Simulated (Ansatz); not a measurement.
## Electronic structure of CH3BSi in real space

```yaml
atoms:
  - { symbol: B, position_ang: [-0.3278, -0.2191, -0.4943] }
  - { symbol: C, position_ang: [0.1343, -0.1488, 0.8765] }
  - { symbol: Si, position_ang: [1.0669, 1.1960, 0.2442] }
  - { symbol: H, position_ang: [-1.0527, -0.8391, -1.2048] }
  - { symbol: H, position_ang: [0.2341, 0.7078, -1.2050] }
  - { symbol: H, position_ang: [-0.0548, -0.6969, 1.7834] }
```

Geometry: PBE0-D4/def2-TZVP.

Theory: Ansatz, RKS PBE0-D4/def2-TZVPP.

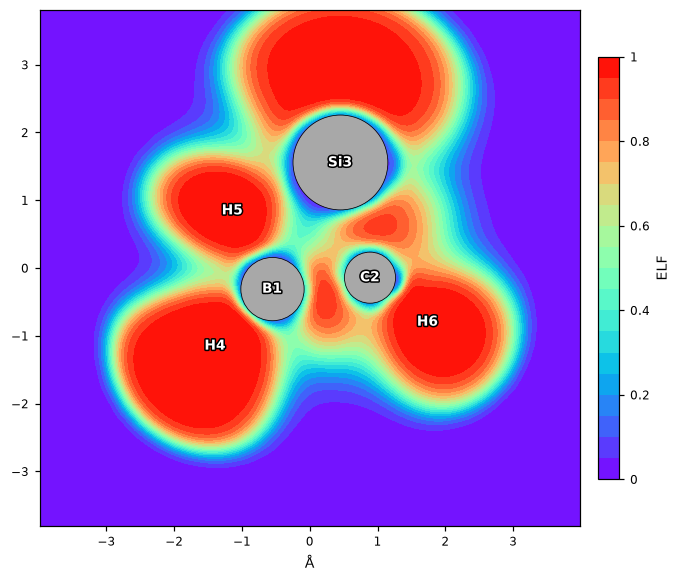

Figure 1. Electron localisation function on the molecular plane. Grey discs cover the atomic cores.

Describe what can be read from this map.

Answer.
- Atoms in the plane: B, C, Si and H.
- C–B (1.45 Å): the ELF peaks at about 0.90 between the atoms, as expected for a covalent bond.
- C–Si (1.75 Å): the ELF peaks at about 0.90 between the atoms, as expected for a covalent bond.
- Si–B (2.12 Å): the ELF is about 0.40 at the midpoint.
- C–H (1.08 Å): the ELF climbs to about 1 towards the hydrogen, as it does in any bond to H; a covalent bond by its length.
- B–H (1.19 Å): the ELF climbs to about 1 towards the hydrogen; an ordinary covalent bond to hydrogen.
- The ELF also peaks beside Si3, away from the bonds: lone-pair regions.

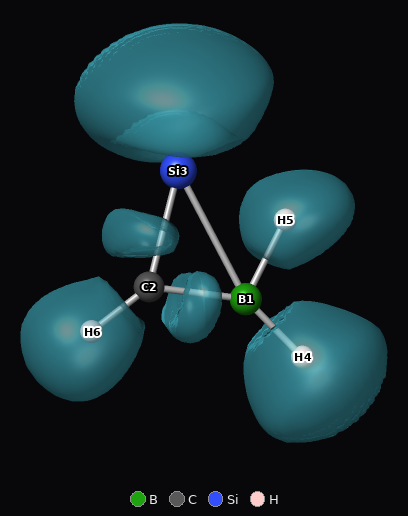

Figure 2. Isosurface of the ELF at 0.8 (cyan), seen at a tilt. Only the valence region is drawn (cores and ρ < 0.01 e/Å³ removed).

Describe the localisation domains.

Answer. The ELF exceeds this value in one region between bonded B–C atoms (shared pairs), one region between bonded C–Si atoms (shared pairs), three regions around hydrogen nuclei and one lobe on Si, pointing away from the bonds (lone pairs).

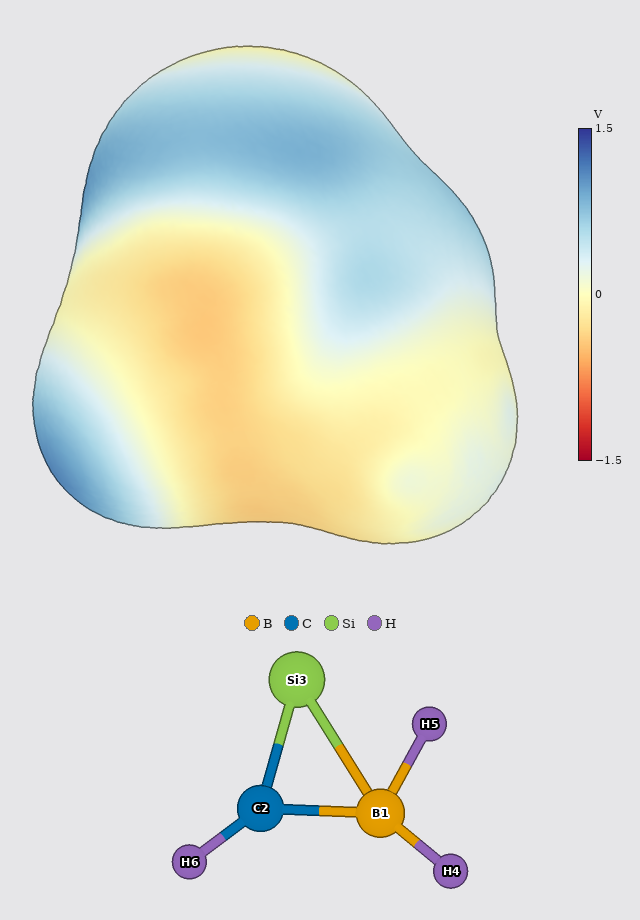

Figure 3. The electrostatic potential painted on the density surface at 0.002 e/bohr³, seen at a tilt; red is negative and blue positive. The bare structure is drawn below in the same view.

Which sites attract a positive test charge, and which a negative one?

Answer. A positive charge is drawn to the negative regions and a negative charge to the positive ones. The most negative region (about −0.4 V) lies over the π face of C2, the most positive (about +1.0 V) over Si3 and H6.
